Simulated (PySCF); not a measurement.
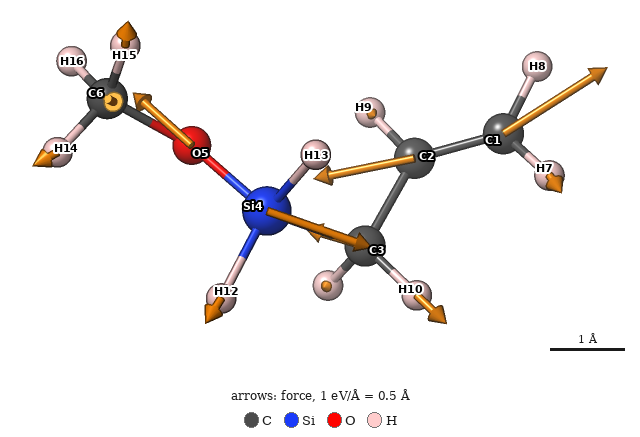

Starting geometry of C₄H₁₀OSi with the computed forces as orange arrows. The picture is a ball-and-stick view, seen at a tilt.

The start comes from GFN2-xTB. Its atoms were then displaced at random by about 0.01 Å.

All numbers below come from PySCF, PBE0-D3(BJ)/def2-SVP geometry optimisation, gas phase. 

What follows when this structure is relaxed?

Answer. It isn't relaxed: the largest force vector, on a C atom, is 3.38 eV/Å. The final displacements follow the starting forces only in part (cosine between the two patterns 0.30). An H atom moves most after the best rigid fit: 0.12 Å. Largest moves by element: H 0.12 Å, O 0.10 Å, C 0.09 Å, Si 0.07 Å. Among the contacts that change: O–Si 1.591 → 1.667 Å, C–Si 1.941 → 1.878 Å, H–Si 1.453 → 1.500 Å, C–C 1.289 → 1.335 Å. Among the angles between lasting bonds that change: Si–O–C 127.8° → 124.7°, C–Si–O 103.2° → 106.1°, C–Si–H 108.6° → 111.1°. Over 5 geometry steps the energy falls by 7.18 kcal/mol.
